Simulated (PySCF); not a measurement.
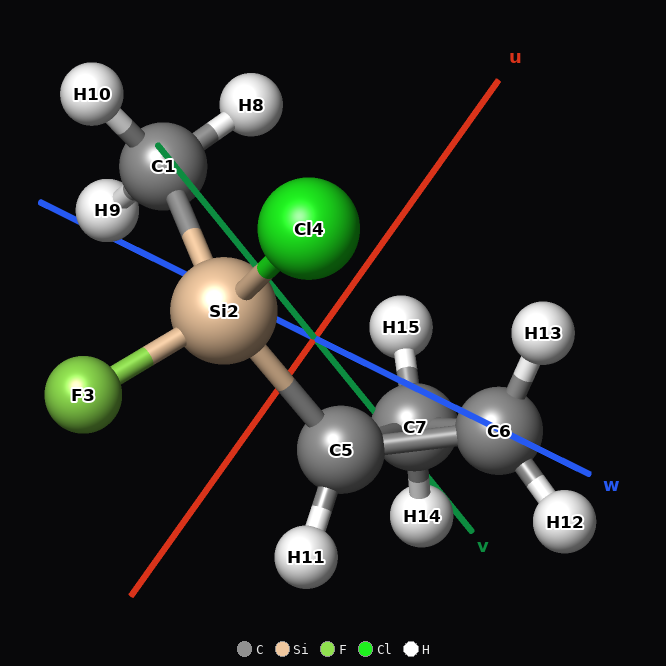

The lines u, v and w are the principal axes of the static dipole polarisability. The computed structure is the end point of a GFN2-xTB optimisation. No frequency run is at hand to confirm it as a minimum. Method: ωB97X-D/def2-SVPD (PySCF 2.14.0).

> Along which axis is the molecule most polarisable, and along which least?

Most along v (close to the long direction Cl4···C7), least along u.

> Give the three principal values.

u 70.9, v 87.7, w 82.8 bohr³; mean 80.5, anisotropy 14.9 bohr³.

The geometry is semi-empirical. Around Si such bond lengths and angles can be off by a tenth of an ångström or more and by several degrees, and values that hang on the shape move with them.
